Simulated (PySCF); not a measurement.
**C$_{3}$H$_{16}$Si$_{4}$: density, localisation and related maps**

```xyz
23

C     0.9658   -1.9123    0.7965
Si    0.4798   -0.0987    0.7233
C     1.0827    0.6921   -0.8770
Si    2.9221    0.5215   -1.2236
C    -1.3972    0.1047    0.8756
Si   -2.3633   -1.0724   -0.2311
Si   -1.9335    1.8892    0.6012
H     2.0605   -2.0225    0.8448
H     0.6134   -2.4580   -0.0935
H     0.5368   -2.3997    1.6857
H     1.1103    0.6275    1.8731
H     0.8415    1.7698   -0.8548
H     0.5253    0.2610   -1.7273
H     3.3131    1.2767   -2.4540
H     3.2884   -0.9152   -1.4238
H     3.7219    1.0479   -0.0738
H    -1.6568   -0.1508    1.9208
H    -2.2613   -2.4802    0.2626
H    -3.8113   -0.6967   -0.2836
H    -1.8250   -1.0250   -1.6269
H    -3.2906    2.1285    1.1810
H    -0.9690    2.8451    1.2320
H    -1.9901    2.1894   -0.8638
```

Geometry: PBE0-D3(BJ)/def2-SVP.

Method: PBE0/pcSseg-1, SCF density, gas phase, non-relativistic in PySCF.

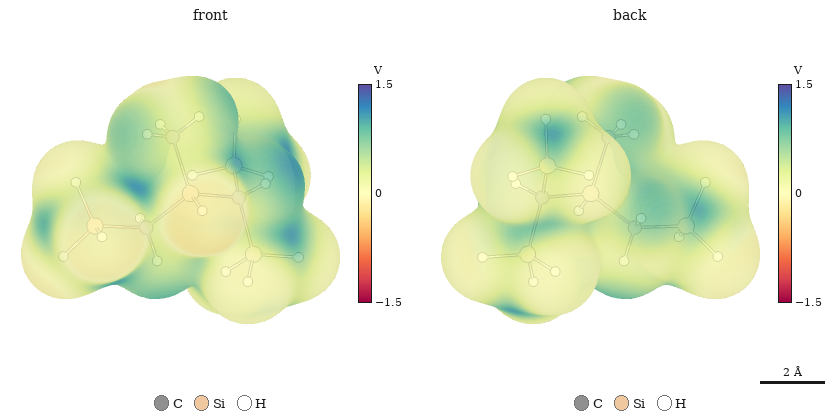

Figure 1. The electrostatic potential painted on the density surface at 0.002 e/bohr³, seen from the front and from behind; red is negative and blue positive.

> Which sites attract a positive test charge, and which a negative one?

A positive charge is drawn to the negative regions and a negative charge to the positive ones. The most negative region (about −0.2 V) lies over H11, the most positive (about +1.1 V) over the H and Si atoms.

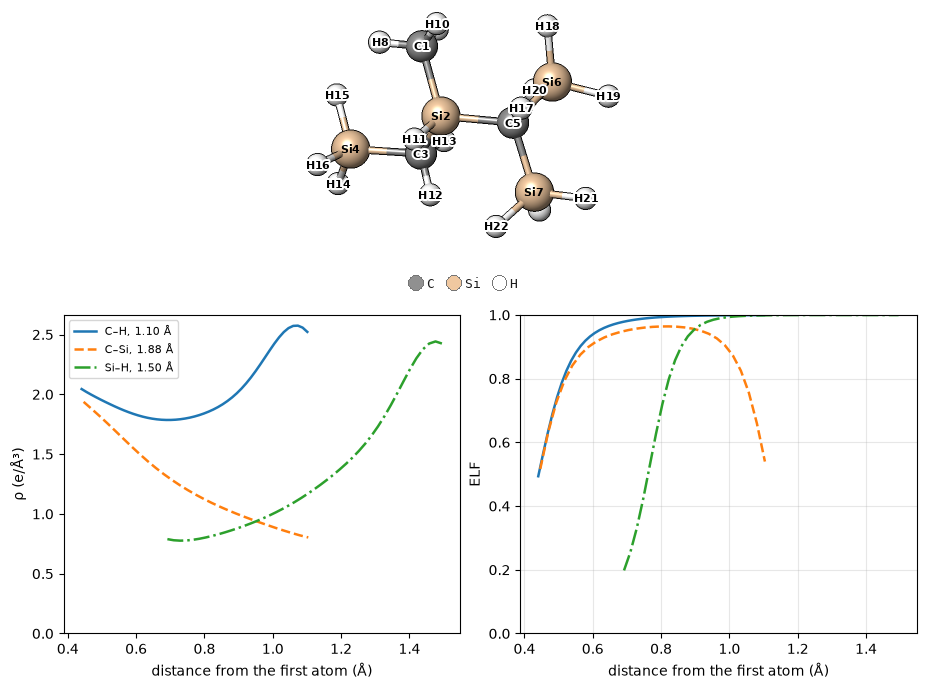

Figure 2. Electron density and electron localisation function along straight lines between neighbouring atoms. The curves leave out the atomic cores. The structure is drawn too.

> What can be read from the curves?

C–H (1.10 Å): ρ at the midpoint is about 1.9 e/Å³; the ELF climbs to about 1 towards the hydrogen, as it does in any bond to H (an ordinary covalent bond to hydrogen).
C–Si (1.88 Å): ρ is about 0.95 e/Å³ halfway; the ELF peaks at about 0.95 between the atoms (localised, covalent bonding).
Si–H (1.50 Å): ρ at the midpoint is about 0.78 e/Å³; the ELF climbs to about 1 towards the hydrogen.
